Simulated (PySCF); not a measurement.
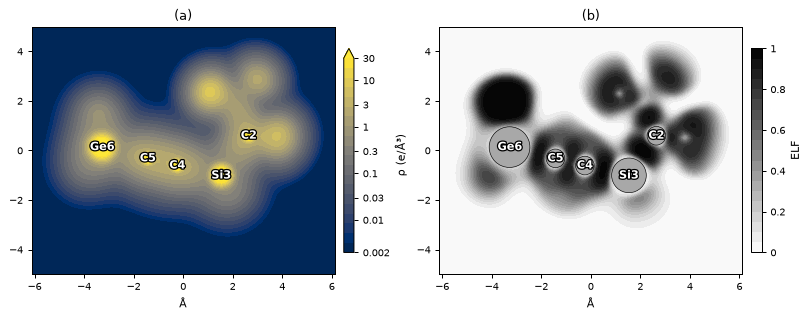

Figure. C$_{4}$H$_{5}$F$_{3}$GeOSi (SMILES O=C([SiH2]C#[C][GeH3])C(F)(F)F). (a) electron density; (b) electron localisation function on the plane of atoms C2, Si3 and C4. Grey discs cover the atomic cores in the ELF map.

Geometry: PBE0-D3(BJ)/def2-SVP.

The calculation used CAM-B3LYP/def2-SVPD, SCF density, gas phase in PySCF.

Input file:

```
{"job": {"kind": "uv", "xc": "CAM-B3LYP", "basis": "def2-SVPD", "ip": true}, "charge": 0, "multiplicity": 1}
O     -3.277373    -1.421683     0.293009
C     -2.295100    -0.798659    -0.006408
Si    -0.706809    -1.720180    -0.648319
C      0.792435    -0.694801    -0.494013
C      1.785844     0.010203    -0.375768
Ge     3.333636     1.108970    -0.188276
C     -2.320069     0.742990     0.053958
F     -1.456044     1.169151     0.972927
F     -3.520419     1.209927     0.343819
F     -1.940659     1.225744    -1.131474
H     -0.983984    -2.044272    -2.076055
H     -0.602566    -2.958526     0.166882
H      4.112625     0.635470     1.046204
H      4.186525     0.955679    -1.454646
H      2.876423     2.562725    -0.014924
```

Command:

```sh
OMP_NUM_THREADS=1 python probes_run.py task.json out
```

Question: Interpret the plot.

Answer: The section cuts through C, Si and Ge sites. C–C (1.22 Å): ρ is about 2.7 e/Å³ halfway; the ELF peaks at about 0.85 between the atoms: a multiple bond. C–Si (1.82 Å): ρ is about 0.98 e/Å³ halfway; the ELF peaks at about 0.95 between the atoms (localised, covalent bonding). C–Ge (1.91 Å): ρ is about 0.9 e/Å³ halfway; the ELF peaks at about 0.95 in the valence shell of C, 0.7 Å from its nucleus, and is about 0.65 at the midpoint. C–Si (1.95 Å): the density is about 0.89 e/Å³ at the midpoint; the ELF peaks at about 1 between the atoms, as expected for localised, covalent bonding. The ELF also peaks beside O1, F8 and F9, away from the bonds: lone-pair regions.
